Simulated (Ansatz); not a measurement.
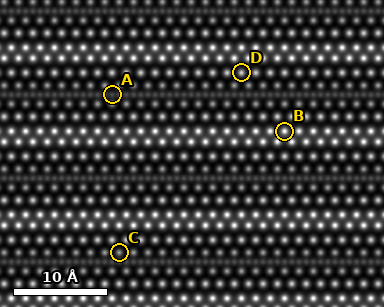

Map of the projected electrostatic potential of GaAgWO (P4/nmm, No. 129) along [210]. Computed as the sum of neutral-atom potentials (tabulated electron scattering factors, B = 0.8 Å²) projected along the beam and smoothed by 0.25 Å; brighter is more positive. The display is stretched by a gamma of 0.7; percentages refer to the linear signal. Model: the end point of a relaxation (final pressure about 5 GPa) with DFT, PAW plane waves, r2scan (Ansatz 0.2.0); the starting structure was generated, so it need not be a known form of this composition.

```
CELL_PARAMETERS angstrom
3.46386 0.00000 0.00000
0.00000 3.46386 0.00000
0.00000 0.00000 9.00022
ATOMIC_POSITIONS crystal
Ga 0.50000 0.00000 0.88890
Ga 0.00000 0.50000 0.11110
Ag 0.50000 0.00000 0.26253
Ag 0.00000 0.50000 0.73747
W 0.50000 0.00000 0.56351
W 0.00000 0.50000 0.43649
O 0.00000 0.00000 0.00000
O 0.50000 0.50000 0.00000
```

> Which atoms make up the marked columns?

A: O (1 O per 7.75 Å along the beam; about 15 % of the brightest peak). B: W (1 W per 7.75 Å along the beam; the brightest kind). C: Ga (1 Ga per 7.75 Å along the beam; about 45 % of the brightest peak). D: Ag (1 Ag per 7.75 Å along the beam; about 70 % of the brightest peak). Brightness is counted from the darkest point of the image.
